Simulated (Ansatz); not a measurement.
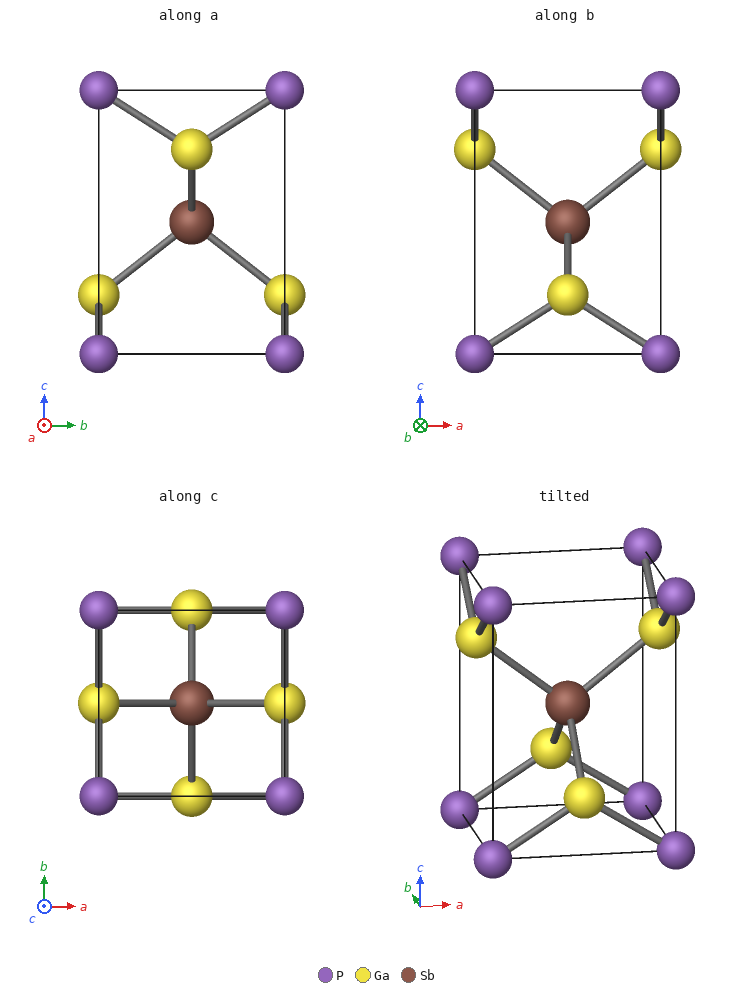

The crystal in a ball-and-stick representation, seen along the a axis, along the b axis, along the c axis and slightly off an axis. Lines trace the edges of the conventional unit cell.

Lattice parameters: a = 4.093 Å, b = 4.093 Å, c = 5.803 Å, α = 90.00°, β = 90.00°, γ = 90.00°. Put a along x and b in the xy plane.

Set out the cell and atoms as a POSCAR file, with free fractional coordinates to two decimals.

```
P Ga Sb
1.0
     4.093    0.000    0.000
     0.000    4.093    0.000
     0.000    0.000    5.803
P Ga Sb
1 2 1
Direct
  0.00 0.00 0.00
  0.00 0.50 0.78
  0.50 0.00 0.22
  0.50 0.50 0.50
```

It goes back to a structure type filled with these elements by a generator (whether the compound takes this form wasn't checked). Earlier steps of the study may have refined or changed the cell and positions. It went into a calculation with Ansatz.
